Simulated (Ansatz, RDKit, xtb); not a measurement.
# C3H8BN: ranking a sample of isomers, part 2 of 2

A sample of isomers of C3H8BN is drawn. Aim: find which of them has the lowest free energy at 298.15 K, then its properties. The sample is small against all isomers, and the most stable one of this formula need not be in it.

xtb, Ansatz and PySCF; isolated molecules. The steps go on from the part before.

### 7 Are they minima? Harmonic frequencies

The lowest few in one piece go on as finalists. Harmonic vibrations at PBE-D3(BJ)/def2-SVP test each finalist and give the zero-point energy and the thermal terms. The first, c618a:

Contents of input.yaml:

```yaml
basis:
  gaussian:
    orbitals: def2-SVP
crystal:
  periodic: [false, false, false]
  atoms:
    - {symbol: C, position_ang: [0.518605, -0.153303, -0.685279]}
    - {symbol: C, position_ang: [-1.323502, -0.684623, -0.131891]}
    - {symbol: C, position_ang: [0.040595, -1.442096, -0.110619]}
    - {symbol: B, position_ang: [-0.781771, 0.284148, -1.462502]}
    - {symbol: N, position_ang: [1.405488, 0.604448, -0.054716]}
    - {symbol: H, position_ang: [-1.018228, -0.374732, -2.472350]}
    - {symbol: H, position_ang: [-1.001076, 1.490964, -1.544493]}
    - {symbol: H, position_ang: [1.957193, 0.271388, 0.742186]}
    - {symbol: H, position_ang: [1.506842, 1.587431, -0.320179]}
    - {symbol: H, position_ang: [-2.199196, -1.309224, -0.389369]}
    - {symbol: H, position_ang: [-1.486383, -0.125180, 0.808109]}
    - {symbol: H, position_ang: [0.038772, -2.258836, -0.855498]}
    - {symbol: H, position_ang: [0.478559, -1.790707, 0.849467]}
hamiltonian:
  xc: pbe
  dispersion: d3bj
scf:
  lower_state_search: "off"
phonons: {}
```

Launch:

```
$ ansatz run input.yaml --threads 2 --pin off --max-ram 5220MiB --events-out events.jsonl --progress --plain --runs-dir runs
```

The log of the run, shortened:

```text
Warning: RAYON_NUM_THREADS=2 ignored (pool sized by the plan → 2); use --threads N
Functional definition: PBE
  name "PBE"
[...]
1264 factors; their error is unknown
[...]
mean field -5395.12787077 eV, -198.2672923017 hartree, gradient 9.9e-6 eV, S^2 0.000000; 0 other end points of the search recorded, 0 dependent functions left out
[...]
reference -5395.12790653 eV, -198.2672936158 hartree; 19, 19 occupied and 91, 91 virtual orbitals, 1264 factors
[...]
1264 factors; their error is unknown
mean field -5395.12763273 eV, -198.2672835539 hartree, gradient 9.2e-7 eV, S^2 0.000000; 0 other end points of the search recorded, 0 dependent functions left out
[...]
reference -5395.12766849 eV, -198.2672848681 hartree; 19, 19 occupied and 91, 91 virtual orbitals, 1264 factors
[...]
1264 factors; their error is unknown
[...]
Atom 7 at     1.957193     0.271388     0.742186 Å, force     0.000036     0.000519    -0.000041 eV/Å
Atom 8 at     1.506842     1.587431    -0.320179 Å, force    -0.000013    -0.000186    -0.000030 eV/Å
Atom 9 at    -2.199196    -1.309224    -0.389369 Å, force     0.000339     0.000151    -0.000037 eV/Å
Atom 10 at    -1.486383    -0.125180     0.808109 Å, force    -0.000595    -0.000315     0.000308 eV/Å
Atom 11 at     0.038772    -2.258836    -0.855498 Å, force     0.000415     0.000208    -0.000155 eV/Å
Atom 12 at     0.478559    -1.790707     0.849467 Å, force    -0.000270    -0.000285     0.000559 eV/Å
Dipole moment:     0.754013    -0.037454     0.663615 e Å
Vibrations: 129.09 320.27 392.36 549.51 572.86 637.54 681.85 692.11 751.48 783.60 817.36 870.73 917.50 935.85 977.57 1022.34 1025.95 1114.90 1144.23 1169.94 1290.20 1371.73 1385.27 1481.04 1594.12 2415.07 2475.65 2981.10 3012.03 3079.23 3098.22 3437.48 3563.97 cm⁻¹, zero-point energy 2.894544 eV
Checks for a lower state left out: stability, starts, cluster_reference, orbital_swaps, neighbouring_geometries, increment
```

Run time: 63 s. Hardware: 2 threads of Intel Xeon 6975P-C (Granite Rapids), shared host; peak memory 0.15 GiB.

### 8 Zero-point energy and free-energy terms

At 298.15 K and 1 atm, ideal gas, rigid rotor and harmonic oscillator:

| label | SMILES | spin | point group | lowest mode (cm⁻¹) | zero-point (kcal/mol) | G − E (kcal/mol) |
| --- | --- | --- | --- | --- | --- | --- |
| c618a | [NH2+]=C1[BH2-]CC1 | singlet | C1 | 129 | 66.7 | 48.8 |
| c062a | B[C@@H]1C[C@@H]1N | singlet | C1 | 110 | 66.5 | 48.0 |
| c226a | B[C@@H]1C[C@H]1N | singlet | C1 | 107 | 66.5 | 48.0 |

Chiral structures get −RT ln 2 for their mirror image.

### 9 Energies at the top level

Single points at CCSD(T)/def2-SVP + MP2/def2-TZVPP - MP2/def2-SVP on the refined geometries decide the order.

c618a, CCSD(T)/def2-SVP:

input.yaml: that of step 7 with these lines changed.

```diff
@@ -1,4 +1 @@
-basis:
-  gaussian:
-    orbitals: def2-SVP
 crystal:
@@ -19,7 +16,7 @@
     - {symbol: H, position_ang: [0.478559, -1.790707, 0.849467]}
-hamiltonian:
-  xc: pbe
-  dispersion: d3bj
-scf:
-  lower_state_search: "off"
-phonons: {}
+basis:
+  gaussian:
+    orbitals: def2-SVP
+correlation:
+  method: ccsd_t
+  frozen_orbitals: {"N": 1, H: 0, B: 1, C: 1}
```

Launch:

```
$ ansatz run input.yaml --threads 2 --pin off --max-ram 5220MiB --events-out events.jsonl --progress --plain --runs-dir runs
```

The log of the run, shortened:

```text
Warning: RAYON_NUM_THREADS=2 ignored (pool sized by the plan → 2); use --threads N
Functional definition: HF
  name "HF"
[...]
1140 factors; integrals over basis functions are off by at most 1.3e-3 eV
[...]
mean field -5365.65806698 eV, -197.1842969879 hartree, gradient 4.1e-6 eV, S^2 0.000000; 0 other end points of the search recorded, 0 dependent functions left out
5 core orbitals not correlated: weight in the atoms' cores, before any rotation towards them, 1.000 or more for the frozen orbitals, at most 0.000 for the correlated occupied ones
reference -5365.65806698 eV, -197.1842969879 hartree; 14, 14 occupied and 91, 91 virtual orbitals, 1140 factors
second order -18.54121316 eV of doubles, -0.00000000 eV of singles
cycle   1  -19.36681414 eV  change   -8.3e-1 eV  update   1.0e-1
[...]
cycle  10  -20.01242079 eV  change    1.8e-5 eV  update   2.1e-5
perturbative correction -0.70787238 eV, -0.0260138300 hartree
Total energy: -5386.37836015 eV, -197.9457537170 hartree
```

It took 5.4 s on 2 threads of Intel Xeon 6975P-C (Granite Rapids), shared host; peak memory 0.66 GiB.

### 10 c618a at MP2/def2-TZVPP

Contents of input.yaml:

```yaml
crystal:
  periodic: [false, false, false]
  atoms:
    - symbol: C
      position_ang: [0.518605, -0.153303, -0.685279]
    - symbol: C
      position_ang: [-1.323502, -0.684623, -0.131891]
    - symbol: C
      position_ang: [0.040595, -1.442096, -0.110619]
    - symbol: B
      position_ang: [-0.781771, 0.284148, -1.462502]
    - symbol: "N"
      position_ang: [1.405488, 0.604448, -0.054716]
    - symbol: H
      position_ang: [-1.018228, -0.374732, -2.472350]
    - symbol: H
      position_ang: [-1.001076, 1.490964, -1.544493]
    - symbol: H
      position_ang: [1.957193, 0.271388, 0.742186]
    - symbol: H
      position_ang: [1.506842, 1.587431, -0.320179]
    - symbol: H
      position_ang: [-2.199196, -1.309224, -0.389369]
    - symbol: H
      position_ang: [-1.486383, -0.125180, 0.808109]
    - symbol: H
      position_ang: [0.038772, -2.258836, -0.855498]
    - symbol: H
      position_ang: [0.478559, -1.790707, 0.849467]
basis:
  gaussian:
    orbitals: def2-TZVPP
correlation:
  method: mp2
  frozen_orbitals: {"N": 1, H: 0, B: 1, C: 1}
```

Launch:

```
$ ansatz run input.yaml --threads 2 --pin off --max-ram 5220MiB --events-out events.jsonl --progress --plain --runs-dir runs
```

The log of the run:

```text
Warning: RAYON_NUM_THREADS=2 ignored (pool sized by the plan → 2); use --threads N
[... 2 set-up lines as earlier in the session ...]
  exchange = exact_x
  correlation = 0
1564 factors; integrals over basis functions are off by at most 1.3e-3 eV
mean field evaluation 1: about -5367.2151 eV, gradient 3.8e1 eV
mean field evaluation 2: about -5367.4501 eV, gradient 3.8e1 eV
mean field evaluation 4: about -5371.4930 eV, gradient 4.7e0 eV
mean field evaluation 8: about -5371.5733 eV, gradient 3.6e-1 eV
mean field -5371.57419511 eV, -197.4017106864 hartree, gradient 3.8e-6 eV, S^2 0.000000; 0 other end points of the search recorded, 0 dependent functions left out
5 core orbitals not correlated: weight in the atoms' cores, before any rotation towards them, 1.000 or more for the frozen orbitals, at most 0.000 for the correlated occupied ones
reference -5371.57419511 eV, -197.4017106864 hartree; 14, 14 occupied and 248, 248 virtual orbitals, 1564 factors
second order -22.61242753 eV of doubles, -0.00000000 eV of singles
Total energy: -5394.18662264 eV, -198.2327020710 hartree
```

Run time: 4.5 s. Hardware: 2 threads of Intel Xeon 6975P-C (Granite Rapids), shared host; peak memory 0.71 GiB.

### 11 c062a at CCSD(T)/def2-SVP

Contents of input.yaml:

```yaml
crystal:
  periodic: [false, false, false]
  atoms:
    - {symbol: C, position_ang: [-0.876859, -0.328448, -1.019020]}
    - {symbol: C, position_ang: [-0.862692, 0.054089, 0.497383]}
    - {symbol: C, position_ang: [-0.068415, -1.110743, 0.021888]}
    - {symbol: B, position_ang: [-0.317746, 0.806311, -1.883925]}
    - {symbol: "N", position_ang: [1.359623, -0.980655, 0.032100]}
    - {symbol: H, position_ang: [0.775907, 1.284486, -1.653832]}
    - {symbol: H, position_ang: [-0.999550, 1.279510, -2.778022]}
    - {symbol: H, position_ang: [-1.812864, -0.827262, -1.320284]}
    - {symbol: H, position_ang: [-0.291717, 0.952709, 0.778492]}
    - {symbol: H, position_ang: [-1.803259, -0.102065, 1.047306]}
    - {symbol: H, position_ang: [-0.520765, -2.103140, 0.237549]}
    - {symbol: H, position_ang: [1.731369, -1.216945, 0.960229]}
    - {symbol: H, position_ang: [1.786807, -1.633545, -0.636514]}
basis:
  gaussian: {orbitals: def2-SVP}
correlation: {method: ccsd_t, frozen_orbitals: {"N": 1, H: 0, B: 1, C: 1}}
```

Launch:

```
$ ansatz run input.yaml --threads 2 --pin off --max-ram 5220MiB --events-out events.jsonl --progress --plain --runs-dir runs
```

The log of the run, shortened:

```text
Warning: RAYON_NUM_THREADS=2 ignored (pool sized by the plan → 2); use --threads N
[... 2 set-up lines as earlier in the session ...]
[...]
1142 factors; integrals over basis functions are off by at most 1.1e-3 eV
[...]
mean field -5365.88935945 eV, -197.1927968292 hartree, gradient 7.8e-6 eV, S^2 0.000000; 0 other end points of the search recorded, 0 dependent functions left out
5 core orbitals not correlated: weight in the atoms' cores, before any rotation towards them, 1.000 or more for the frozen orbitals, at most 0.000 for the correlated occupied ones
reference -5365.88935945 eV, -197.1927968292 hartree; 14, 14 occupied and 91, 91 virtual orbitals, 1142 factors
second order -18.27516999 eV of doubles, -0.00000000 eV of singles
cycle   1  -19.17558049 eV  change   -9.0e-1 eV  update   8.8e-2
[...]
cycle   9  -19.76593176 eV  change   -1.8e-6 eV  update   2.4e-5
perturbative correction -0.63582454 eV, -0.0233661210 hartree
Total energy: -5386.29111575 eV, -197.9425475444 hartree
```

Wall time 4.8 s (2 threads of Intel Xeon 6975P-C (Granite Rapids), shared host); peak memory 0.66 GiB.

### 12 The ranking

Energies in kcal/mol from c618a; G adds the thermal terms to the CCSD(T)/def2-SVP + MP2/def2-TZVPP - MP2/def2-SVP energy.

| label | SMILES | spin | PBE-D3(BJ)/def2-SVP | HF/def2-SVP | MP2/def2-SVP | CCSD(T)/def2-SVP + MP2/def2-TZVPP - MP2/def2-SVP | G | share at equilibrium | T1 |
| --- | --- | --- | --- | --- | --- | --- | --- | --- | --- |
| c618a | [NH2+]=C1[BH2-]CC1 | singlet | 0.0 | 0.0 | 0.0 | 0.0 | 0.0 | 78.9 % | 0.014 |
| c062a | B[C@@H]1C[C@@H]1N | singlet | 8.6 | -5.3 | 0.8 | 1.6 | 0.8 | 19.2 % | 0.009 |
| c226a | B[C@@H]1C[C@H]1N | singlet | 9.0 | -2.5 | 2.6 | 3.0 | 2.2 | 1.9 % | 0.010 |

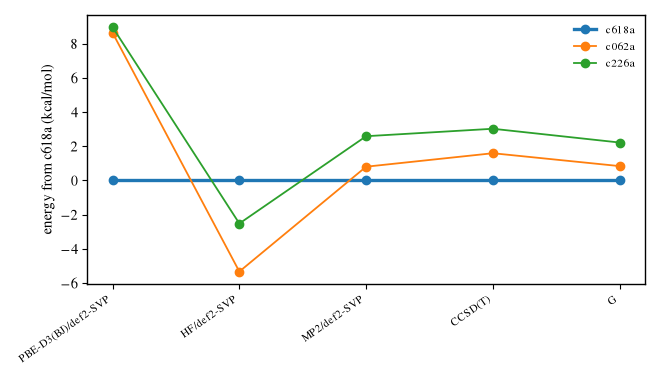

The finalists at each level, measured from c618a.

Lowest found: c618a, `[NH2+]=C1[BH2-]CC1`, a singlet of point group C1. Bond lengths: C1–C3 1.490 Å, C2–C3 1.560 Å, C1–B4 1.577 Å, C2–B4 1.733 Å, C1–N5 1.326 Å, B4–H6 1.229 Å, B4–H7 1.229 Å, N5–H8 1.025 Å, N5–H9 1.023 Å, C2–H10 1.106 Å, C2–H11 1.106 Å, C3–H12 1.105 Å, C3–H13 1.111 Å. Some angles: C1–C3–C2 81.7°, C3–C1–B4 99.5°, C3–C1–N5 121.7°, B4–C1–N5 128.9°, C3–C2–B4 90.5°, C1–B4–C2 74.0°, C1–C3–H12 112.3°, C1–C3–H13 118.6°, C2–C3–H12 110.4°, C2–C3–H13 120.6°.

```xyz
13

C     0.5186   -0.1533   -0.6853
C    -1.3235   -0.6846   -0.1319
C     0.0406   -1.4421   -0.1106
B    -0.7818    0.2841   -1.4625
N     1.4055    0.6044   -0.0547
H    -1.0182   -0.3747   -2.4724
H    -1.0011    1.4910   -1.5445
H     1.9572    0.2714    0.7422
H     1.5068    1.5874   -0.3202
H    -2.1992   -1.3092   -0.3894
H    -1.4864   -0.1252    0.8081
H     0.0388   -2.2588   -0.8555
H     0.4786   -1.7907    0.8495
```

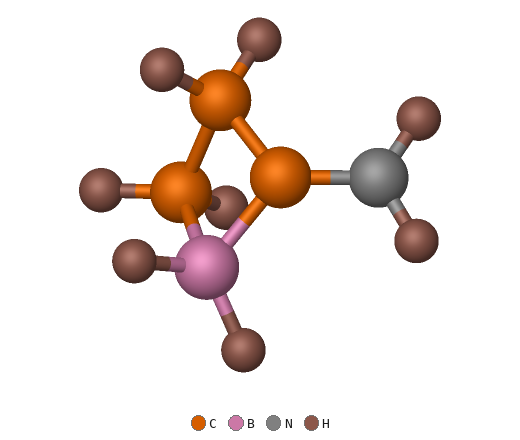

The lowest structure found, seen from a chosen angle (carbon orange, boron pink, nitrogen grey, hydrogen brown).

### 13 Outcome

The summary covers parts 1 to 2.

| quantity | value |
| --- | --- |
| lowest structure found | [NH2+]=C1[BH2-]CC1, singlet, C1 |
| next finalist | B[C@@H]1C[C@@H]1N, singlet, 0.8 kcal/mol higher in G |
| share at equilibrium, among the finalists | 78.9 % |
| funnel | 3 starts, 3 minima at GFN2-xTB, 5 screening runs, 3 relaxed, 3 ranked |
| CPU time of all runs | 9.3 min |
| harmonic wavenumbers, lowest and highest (PBE-D3(BJ)/def2-SVP) | 129 and 3564 cm⁻¹ |
| rotational constants, same geometry | 0.2814, 0.1652, 0.1258 cm⁻¹ |

In words: The search ends on `[NH2+]=C1[BH2-]CC1`. Its margin of 0.8 kcal/mol is inside the likely error of CCSD(T)/def2-SVP + MP2/def2-TZVPP - MP2/def2-SVP with harmonic terms (about 1.5 kcal/mol), so the order of the first two is not settled. PBE-D3(BJ)/def2-SVP and MP2/def2-SVP already put its bonding pattern lowest among the structures in one piece; HF/def2-SVP favours the singlet B[C@@H]1C[C@@H]1N. The largest share of the time went into the vibrations (66 %). The search is not exhaustive (a finite list of starts, one conformer a finalist), so a lower isomer can't be ruled out. Only 3 drawn patterns were tried, so whole families of isomers are missing, and the result ranks this sample alone.
